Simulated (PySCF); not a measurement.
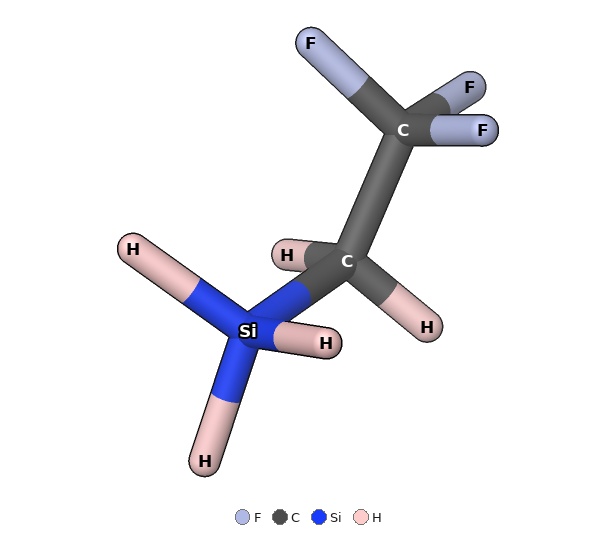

The computed structure is the end point of a PBE0-D3(BJ)/def2-SVP optimisation. No frequency run is at hand to confirm it as a minimum. Program: PySCF 2.14.0.

Compare dipole (D), HOMO–LUMO gap (eV) at these levels: PBE0/IGLO-III; PBE0/aug-cc-pVDZ; PBE0/cc-pVDZ; PBE0/cc-pVTZ; PBE0/pcSseg-0.

```csv
level,dipole (D),HOMO–LUMO gap (eV)
PBE0/IGLO-III,2.12,10.23
PBE0/aug-cc-pVDZ,2.12,9.62
PBE0/cc-pVDZ,1.94,10.67
PBE0/cc-pVTZ,2.01,10.36
PBE0/pcSseg-0,2.36,11.11
```
